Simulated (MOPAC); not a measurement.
Run report: C3H3F3O, frequency calculation (part 2 of 3)

The same run, continued: C3H3F3O, SMILES O=CCC(F)(F)F; PM6-ORG, closed shell, dispersion built in (MOPAC 23.2.5). The geometry was optimised with PM6-ORG.

Geometry of the input (Å):
```
O  -1.1288  -1.6404  0.1962
C  -0.3487  -1.0848  0.9199
C  0.3694  0.1888  0.4975
C  -0.0289  0.6061  -0.9076
F  0.5809  1.7218  -1.3301
F  -1.3346  0.8540  -1.0401
F  0.2501  -0.3132  -1.8357
H  -0.0781  -1.4231  1.9300
H  1.4646  0.0425  0.5617
H  0.1508  0.9999  1.2183
```

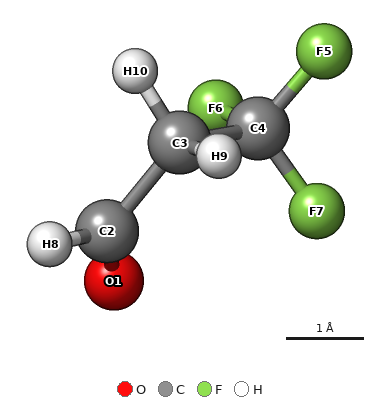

**Figure 1.** The structure as given in the input (ball-and-stick view, seen at a tilt; atoms are numbered from 1 in the order of the input).

Log, continued
```
           1    0.0007    0.0251   -0.0005    0.0000   -0.2644    0.0017   -0.0031   -0.0000
           2    0.0005   -0.0048    0.0005   -0.0000    0.0018    0.0003   -0.0019    0.0000
           3   -0.0000   -0.0000   -0.0000   -0.0022   -0.0004   -0.0001    0.0000   -0.0002
           4   -0.0021   -0.0004   -0.0006    0.0000    0.3588   -0.0033    0.0479   -0.0000
           5   -0.0463    0.0036    0.0134    0.0000    0.0218   -0.0034   -0.0565   -0.0000
           6    0.0002    0.0000   -0.0000    0.0060    0.0004    0.0000    0.0005   -0.0008
           7    0.0177   -0.0770    0.0101    0.0001   -0.0264   -0.0486    0.0014    0.0001
           8    0.1004    0.1025   -0.1077   -0.0002    0.0010   -0.0012   -0.0022   -0.0003
           9   -0.0006   -0.0006    0.0007   -0.0364   -0.0002   -0.0000    0.0001   -0.0591
          10   -0.0069    0.2575    0.1012   -0.0006    0.0202   -0.0024    0.0001    0.0000
          11    0.0819   -0.0935    0.1920    0.0020   -0.0022    0.0027    0.0007   -0.0000
          12   -0.0005    0.0010   -0.0009    0.3463    0.0000   -0.0000   -0.0000   -0.0008
          13   -0.0226   -0.0073   -0.0474   -0.0000   -0.0014   -0.0002   -0.0000    0.0000
          14   -0.0488   -0.0054   -0.0841   -0.0000    0.0001   -0.0002    0.0000   -0.0000
          15    0.0003    0.0001    0.0004   -0.0043   -0.0001    0.0001   -0.0000   -0.0001
          16    0.0088   -0.0561   -0.0128    0.0729   -0.0028    0.0002   -0.0001   -0.0002
          17   -0.0015    0.0066   -0.0020   -0.0061    0.0001   -0.0002    0.0001    0.0001
          18   -0.0103    0.0680    0.0148   -0.0988    0.0027   -0.0004   -0.0000    0.0001
          19    0.0088   -0.0556   -0.0126   -0.0726   -0.0030    0.0004   -0.0000    0.0002
          20   -0.0013    0.0058   -0.0022    0.0049    0.0001   -0.0002    0.0000   -0.0001
          21    0.0103   -0.0683   -0.0149   -0.0991   -0.0026    0.0003   -0.0001    0.0001
          22   -0.0773   -0.2536    0.0718    0.0001    0.1212   -0.0082   -0.5177   -0.0000
          23   -0.0960   -0.1717    0.0591   -0.0000   -0.1927    0.0121    0.7251   -0.0000
          24    0.0004    0.0007   -0.0001   -0.0040    0.0012   -0.0000   -0.0050   -0.0013
          25    0.0287   -0.0234   -0.0046    0.0939    0.0040    0.3103   -0.0094   -0.2961
          26   -0.2805   -0.0173    0.2159   -0.1441   -0.0440    0.0079   -0.0029   -0.0083
          27    0.0094    0.0250   -0.0010    0.0438   -0.0138   -0.3430    0.0098    0.3632
          28    0.0288   -0.0235   -0.0047   -0.0940    0.0041    0.3090   -0.0094    0.2949
          29   -0.2806   -0.0176    0.2159    0.1446   -0.0439    0.0119   -0.0030    0.0125
          30   -0.0061   -0.0245   -0.0013    0.0418    0.0139    0.3442   -0.0097    0.3641

           MASS-WEIGHTED COORDINATE ANALYSIS (NORMAL COORDINATES)

   Root No.       1         2         3         4         5         6         7         8

                 1 A"      2 A"      1 A'      2 A'      3 A"      4 A"      3 A'      4 A'

                  55.6      98.0     157.1     275.3     289.0     403.9     405.0     442.6

           1   -0.0013    0.0007   -0.1243   -0.2211   -0.0004    0.0004   -0.1811   -0.0609
           2    0.0033   -0.0026    0.6646   -0.4250    0.0003    0.0001   -0.2819   -0.1222
           3    0.5404   -0.4505   -0.0044    0.0024    0.0344    0.0181    0.0012    0.0003
           4   -0.0005   -0.0010   -0.1022   -0.1945   -0.0004    0.0003   -0.1577   -0.0470
           5    0.0006    0.0032    0.1632   -0.0653    0.0004    0.0001    0.1775    0.3233
           6    0.1044    0.5494   -0.0013    0.0001    0.0772    0.0355   -0.0017   -0.0020
           7    0.0005    0.0003    0.1933   -0.1020   -0.0007   -0.0000    0.0590   -0.1927
           8   -0.0021   -0.0010   -0.0061   -0.0577    0.0017    0.0004    0.1130    0.3557
           9   -0.3337   -0.1640    0.0004    0.0001    0.3281    0.0582   -0.0008   -0.0023
          10    0.0003    0.0001    0.0974    0.1190    0.0003    0.0004    0.2829   -0.2737
          11   -0.0007   -0.0003   -0.0708    0.0985   -0.0007   -0.0024    0.2345    0.1791
          12   -0.1094   -0.0492    0.0007   -0.0004   -0.1176   -0.3892   -0.0010   -0.0014
          13   -0.0002    0.0000   -0.2820   -0.3870    0.0009   -0.0014    0.3194    0.3468
          14    0.0018    0.0001    0.1186    0.4316   -0.0021    0.0030    0.3446   -0.1640
          15    0.3336    0.0120   -0.0008   -0.0034   -0.3464    0.5221   -0.0010    0.0018
          16   -0.1554    0.1124    0.1231    0.3742    0.1204    0.4135   -0.1533    0.0646
          17   -0.3279   -0.1211   -0.3935    0.0029   -0.5175    0.1309   -0.2580   -0.2467
          18   -0.2395    0.0420    0.0269    0.1814   -0.0096   -0.1927   -0.3680    0.3644
          19    0.1565   -0.1126    0.1234    0.3745   -0.1200   -0.4129   -0.1556    0.0661
          20    0.3254    0.1216   -0.3935    0.0006    0.5176   -0.1331   -0.2534   -0.2507
          21   -0.2427    0.0403   -0.0219   -0.1801   -0.0161   -0.1930    0.3707   -0.3613
          22   -0.0001   -0.0009   -0.1111   -0.0154   -0.0001    0.0001    0.0015    0.0522
          23    0.0000    0.0032   -0.0070    0.0059   -0.0000    0.0002    0.0789    0.1369
          24    0.0134    0.5480   -0.0002   -0.0000    0.0010    0.0382   -0.0006   -0.0007
          25   -0.1013   -0.1423    0.0547   -0.0306    0.1843    0.1772    0.0194   -0.0552
          26   -0.0278   -0.0857   -0.0181   -0.0588   -0.0225   -0.0504   -0.0219    0.1296
          27   -0.1759   -0.1613    0.0012   -0.0019    0.2424    0.1595    0.0009   -0.0008
          28    0.1018    0.1428    0.0547   -0.0306   -0.1852   -0.1777    0.0193   -0.0553
          29    0.0256    0.0839   -0.0182   -0.0588    0.0251    0.0524   -0.0219    0.1296
          30   -0.1759   -0.1618   -0.0007    0.0023    0.2415    0.1583   -0.0007   -0.0008

   Root No.       9        10        11        12        13        14        15        16

                 5 A'      5 A"      6 A'      6 A"      7 A'      8 A'      7 A"      9 A'

                 638.0     745.0     879.4     972.0     989.5    1020.7    1063.8    1229.0

           1   -0.1988   -0.0002   -0.1188    0.0003   -0.1454    0.1059    0.0001   -0.1707
           2   -0.2560    0.0006   -0.0813   -0.0006    0.0070    0.0347   -0.0007    0.1229
           3    0.0011    0.0995   -0.0003   -0.0887   -0.0007    0.0004   -0.1250   -0.0010
           4   -0.1448    0.0002   -0.0632   -0.0003   -0.0776    0.0487   -0.0010   -0.1340
           5    0.5166   -0.0009   -0.1498    0.0016   -0.4101    0.2096    0.0030   -0.3418
           6   -0.0031   -0.1538    0.0014    0.2753    0.0016   -0.0009    0.5150    0.0018
           7    0.4091    0.0008    0.5573    0.0007   -0.0563   -0.4147    0.0003    0.1104
           8    0.1530   -0.0027   -0.1472   -0.0020    0.3341   -0.1831   -0.0012    0.1569
           9    0.0001   -0.4634    0.0029   -0.3611   -0.0024    0.0002   -0.1948   -0.0007
          10    0.0586   -0.0001   -0.1097    0.0000   -0.0318    0.0011   -0.0000    0.1634
          11   -0.2923    0.0003    0.1072   -0.0002   -0.0272    0.0163    0.0001   -0.0923
          12    0.0018    0.0587   -0.0008   -0.0452    0.0002   -0.0002    0.0280    0.0008
          13   -0.2400    0.0001    0.1734   -0.0001   -0.0300   -0.0116    0.0001    0.0078
          14   -0.3805   -0.0002    0.2328   -0.0000   -0.0664    0.0073   -0.0001    0.0022
          15    0.0019   -0.0333   -0.0005   -0.0162    0.0008   -0.0005    0.0006   -0.0000
          16    0.0500   -0.1146   -0.2302   -0.1256    0.1075    0.0036    0.0261   -0.0657
          17    0.1307    0.0334    0.0270    0.0307   -0.0137   -0.0060   -0.0031    0.0120
          18   -0.0832    0.0906    0.3143    0.1249   -0.1330   -0.0061   -0.0327    0.0838
          19    0.0503    0.1144   -0.2267    0.1251    0.1064    0.0031   -0.0259   -0.0653
          20    0.1315   -0.0323    0.0228   -0.0293   -0.0114   -0.0062    0.0028    0.0110
          21    0.0815    0.0914   -0.3172    0.1257    0.1343    0.0062   -0.0328   -0.0843
          22   -0.0052   -0.0009   -0.1503    0.0007   -0.0916    0.1371    0.0008    0.7188
          23    0.1655    0.0030   -0.1383   -0.0022   -0.1533    0.1428   -0.0028    0.4515
          24   -0.0009    0.5182    0.0009   -0.3817    0.0004   -0.0005   -0.4780   -0.0013
          25    0.1444    0.3781    0.2637    0.2457    0.2218    0.3603    0.0838    0.0070
          26    0.0326    0.2008   -0.0542   -0.4675    0.4410   -0.2013    0.4653   -0.0468
          27    0.0209    0.1832    0.1039    0.0880    0.2287    0.4214    0.0253   -0.0206
          28    0.1444   -0.3787    0.2636   -0.2460    0.2227    0.3618   -0.0839    0.0069
          29    0.0324   -0.1987   -0.0553    0.4685    0.4382   -0.2061   -0.4651   -0.0465
          30   -0.0205    0.1842   -0.1014    0.0817   -0.2333   -0.4179    0.0304    0.0212

   Root No.      17        18        19        20        21        22        23        24

                10 A'     11 A'     12 A'      8 A"     13 A'     14 A'     15 A'      9 A"

                1254.1    1355.5    1377.5    1379.5    1841.0    2776.1    2841.3    2873.5

           1    0.0040    0.0818   -0.0019    0.0001   -0.6388    0.0103   -0.0135   -0.0000
           2    0.0028   -0.0156    0.0020   -0.0001    0.0044    0.0017   -0.0082    0.0000
           3   -0.0001   -0.0000   -0.0000   -0.0061   -0.0010   -0.0003    0.0001   -0.0011
           4   -0.0108   -0.0010   -0.0021    0.0001    0.7511   -0.0169    0.1782   -0.0000
           5   -0.2343    0.0102    0.0462    0.0001    0.0456   -0.0175   -0.2105   -0.0000
           6    0.0012    0.0000   -0.0001    0.0143    0.0009    0.0002    0.0017   -0.0038
           7    0.0895   -0.2176    0.0349    0.0002   -0.0552   -0.2481    0.0053    0.0005
           8    0.5079    0.2895   -0.3726   -0.0004    0.0020   -0.0062   -0.0080   -0.0017
           9   -0.0028   -0.0017    0.0024   -0.0871   -0.0003   -0.0000    0.0002   -0.2940
          10   -0.0347    0.7274    0.3501   -0.0015    0.0423   -0.0123    0.0005    0.0000
          11    0.4143   -0.2642    0.6645    0.0048   -0.0046    0.0136    0.0028   -0.0000
          12   -0.0024    0.0028   -0.0032    0.8293    0.0001   -0.0000   -0.0000   -0.0042
          13   -0.1436   -0.0259   -0.2064   -0.0001   -0.0037   -0.0010   -0.0002    0.0000
          14   -0.3101   -0.0192   -0.3660   -0.0000    0.0003   -0.0016    0.0001   -0.0000
          15    0.0017    0.0003    0.0017   -0.0131   -0.0002    0.0003   -0.0001   -0.0006
          16    0.0559   -0.1993   -0.0556    0.2195   -0.0073    0.0014   -0.0004   -0.0011
          17   -0.0093    0.0235   -0.0085   -0.0183    0.0003   -0.0013    0.0003    0.0006
          18   -0.0654    0.2414    0.0646   -0.2974    0.0072   -0.0023   -0.0000    0.0003
          19    0.0557   -0.1977   -0.0551   -0.2185   -0.0078    0.0023   -0.0001    0.0011
          20   -0.0083    0.0207   -0.0094    0.0148    0.0003   -0.0013    0.0001   -0.0006
          21    0.0658   -0.2428   -0.0650   -0.2984   -0.0069    0.0018   -0.0003    0.0003
          22   -0.1133   -0.2076    0.0719    0.0000    0.0735   -0.0122   -0.5583   -0.0000
          23   -0.1407   -0.1405    0.0592   -0.0000   -0.1169    0.0179    0.7819   -0.0000
          24    0.0006    0.0005   -0.0001   -0.0028    0.0007   -0.0000   -0.0054   -0.0019
          25    0.0421   -0.0192   -0.0046    0.0651    0.0024    0.4590   -0.0102   -0.4270
          26   -0.4110   -0.0142    0.2164   -0.0999   -0.0267    0.0117   -0.0031   -0.0119
          27    0.0138    0.0204   -0.0010    0.0304   -0.0084   -0.5075    0.0106    0.5237
          28    0.0421   -0.0193   -0.0047   -0.0652    0.0025    0.4571   -0.0102    0.4252
          29   -0.4111   -0.0144    0.2164    0.1003   -0.0266    0.0175   -0.0032    0.0180
          30   -0.0090   -0.0200   -0.0013    0.0290    0.0085    0.5092   -0.0104    0.5250

          DESCRIPTION OF VIBRATIONS

 VIBRATION          1    1A"          ATOM PAIR      ENERGY CONTRIBUTION    RADIAL
 FREQUENCY            55.59         C  2 -- C  3         +24.6% (647.0%)      0.0%
 TRANSITION DIPOLE   0.4276         C  3 -- C  4         +22.8% (622.7%)      0.0%
 TRAVEL (Ang.)       0.6240         C  3 -- H  9         +13.3% (476.7%)     97.8%
 REDUCED MASS        3.1151         C  3 -- H 10         +13.3% (476.6%)     98.0%
 EFFECTIVE MASS    214.4802
 FORCE CONSTANT      0.0057

 VIBRATION          2    2A"          ATOM PAIR      ENERGY CONTRIBUTION    RADIAL
 FREQUENCY            97.97         O  1 -- C  2         +34.8% (429.4%)      0.0%
 TRANSITION DIPOLE   0.2757         C  2 -- C  3         +34.2% (425.5%)      0.0%
 TRAVEL (Ang.)       0.6033         C  3 -- H  9          +7.5% (199.9%)     30.5%
 REDUCED MASS        1.8914         C  3 -- H 10          +7.5% (199.9%)     29.4%
 EFFECTIVE MASS    162.8257
 FORCE CONSTANT      0.0107

 VIBRATION          3    1A'          ATOM PAIR      ENERGY CONTRIBUTION    RADIAL
 FREQUENCY           157.14         C  2 -- C  3         +21.2% (195.6%)      0.1%
 TRANSITION DIPOLE   0.2819         O  1 -- C  2         +12.1% (147.6%)      0.2%
 TRAVEL (Ang.)       0.3037         C  2 -- H  8         +11.9% (146.5%)     62.3%
 REDUCED MASS        4.6522         C  3 -- C  4         +10.2% (136.0%)      0.3%
 EFFECTIVE MASS     34.7160
 FORCE CONSTANT      0.0677

 VIBRATION          4    2A'          ATOM PAIR      ENERGY CONTRIBUTION    RADIAL
 FREQUENCY           275.28         C  2 -- C  3         +15.9% (106.9%)     35.4%
 TRANSITION DIPOLE   0.1965         C  2 -- H  8         +15.4% (105.2%)      5.2%
 TRAVEL (Ang.)       0.2428         F  5 -- F  6         +10.2% ( 85.6%)      5.7%
 REDUCED MASS        4.1541         F  5 -- F  7         +10.2% ( 85.6%)      5.5%
 EFFECTIVE MASS     19.4734
 FORCE CONSTANT      0.1855

 VIBRATION          5    3A"          ATOM PAIR      ENERGY CONTRIBUTION    RADIAL
 FREQUENCY           289.01         C  3 -- C  4         +22.5% (129.2%)      0.0%
 TRANSITION DIPOLE   0.1610         C  2 -- C  3         +16.8% (111.8%)      0.0%
 TRAVEL (Ang.)       0.2595         C  3 -- H 10         +13.7% (101.0%)     76.8%
 REDUCED MASS        3.4648         C  3 -- H  9         +13.7% (101.0%)     77.8%
 EFFECTIVE MASS     23.8706
 FORCE CONSTANT      0.1705

 VIBRATION          6    4A"          ATOM PAIR      ENERGY CONTRIBUTION    RADIAL
 FREQUENCY           403.89         C  4 -- F  5         +17.5% (121.0%)      0.0%
 TRANSITION DIPOLE   0.5052         F  6 -- F  7         +16.4% (117.2%)      0.0%
 TRAVEL (Ang.)       0.2146         C  3 -- C  4         +15.6% (114.2%)      0.0%
 REDUCED MASS        3.6245         F  5 -- F  7         +11.2% ( 96.7%)     72.5%
 EFFECTIVE MASS     17.7969         F  5 -- F  6         +11.2% ( 96.7%)     72.4%
 FORCE CONSTANT      0.3484         C  4 -- F  6         +11.1% ( 96.5%)      3.5%
                            C  4 -- F  7         +11.1% ( 96.4%)      3.4%

 VIBRATION          7    3A'          ATOM PAIR      ENERGY CONTRIBUTION    RADIAL
 FREQUENCY           404.96         F  5 -- F  6         +13.3% (107.9%)     28.9%
 TRANSITION DIPOLE   1.2377         F  5 -- F  7         +13.3% (107.9%)     28.8%
 TRAVEL (Ang.)       0.2239         C  4 -- F  7         +13.2% (107.3%)      0.5%
 REDUCED MASS        3.3230         C  4 -- F  6         +13.1% (107.3%)      0.4%
 EFFECTIVE MASS     19.2058         C  3 -- C  4         +12.8% (105.9%)      2.2%
 FORCE CONSTANT      0.3211

 VIBRATION          8    4A'          ATOM PAIR      ENERGY CONTRIBUTION    RADIAL
 FREQUENCY           442.61         C  2 -- C  3         +13.4% (105.6%)     10.8%
 TRANSITION DIPOLE   1.4914         C  3 -- C  4         +12.7% (102.9%)     22.6%
 TRAVEL (Ang.)       0.2468         C  3 -- H 10          +9.9% ( 90.8%)      8.8%
 REDUCED MASS        2.5010         C  3 -- H  9          +9.9% ( 90.8%)      9.0%
 EFFECTIVE MASS     19.0498
 FORCE CONSTANT      0.2887

 VIBRATION          9    5A'          ATOM PAIR      ENERGY CONTRIBUTION    RADIAL
 FREQUENCY           637.95         C  2 -- C  3         +19.5% (104.7%)      0.1%
 TRANSITION DIPOLE   0.3417         O  1 -- C  2         +13.9% ( 88.6%)      0.5%
 TRAVEL (Ang.)       0.2052         C  3 -- C  4         +13.3% ( 86.7%)      6.6%
 REDUCED MASS        2.5103         C  2 -- H  8          +9.0% ( 71.2%)     94.8%
 EFFECTIVE MASS     17.3047
 FORCE CONSTANT      0.6019

 VIBRATION         10    5A"          ATOM PAIR      ENERGY CONTRIBUTION    RADIAL
 FREQUENCY           744.99         C  3 -- H  9         +25.2% ( 83.2%)     12.3%
 TRANSITION DIPOLE   0.3079         C  3 -- H 10         +25.2% ( 83.2%)     13.2%
 TRAVEL (Ang.)       0.3477         C  3 -- C  4         +15.2% ( 64.7%)      0.0%
 REDUCED MASS        0.7488         C  2 -- H  8         +14.6% ( 63.4%)      0.0%
 EFFECTIVE MASS      5.4552         C  2 -- C  3         +13.5% ( 61.0%)      0.0%
 FORCE CONSTANT      0.2449

 VIBRATION         11    6A'          ATOM PAIR      ENERGY CONTRIBUTION    RADIAL
 FREQUENCY           879.39         C  3 -- C  4         +18.8% ( 77.5%)     71.6%
 TRANSITION DIPOLE   0.0892         C  2 -- C  3         +16.8% ( 73.3%)     28.1%
 TRAVEL (Ang.)       0.1794         C  3 -- H  9         +12.8% ( 63.8%)     63.8%
 REDUCED MASS        2.3819         C  3 -- H 10         +12.7% ( 63.8%)     63.1%
 EFFECTIVE MASS     13.9561
 FORCE CONSTANT      1.0853

 VIBRATION         12    6A"          ATOM PAIR      ENERGY CONTRIBUTION    RADIAL
 FREQUENCY           971.97         C  3 -- H 10         +27.4% ( 67.9%)      9.7%
 TRANSITION DIPOLE   0.2073         C  3 -- H  9         +27.4% ( 67.8%)      9.3%
 TRAVEL (Ang.)       0.3721         C  2 -- H  8         +12.4% ( 45.7%)      0.0%
 REDUCED MASS        0.5010         C  2 -- C  3         +12.3% ( 45.4%)      0.0%
 EFFECTIVE MASS      4.5637
 FORCE CONSTANT      0.2788

 VIBRATION         13    7A'          ATOM PAIR      ENERGY CONTRIBUTION    RADIAL
 FREQUENCY           989.51         C  2 -- C  3         +24.7% ( 63.8%)     74.8%
 TRANSITION DIPOLE   0.3069         C  3 -- H  9         +19.0% ( 56.0%)      0.1%
 TRAVEL (Ang.)       0.3032         C  3 -- H 10         +19.0% ( 55.9%)      0.1%
 REDUCED MASS        0.7411         O  1 -- C  2         +11.1% ( 42.7%)      2.6%
 EFFECTIVE MASS      6.3633
 FORCE CONSTANT      0.4275
```
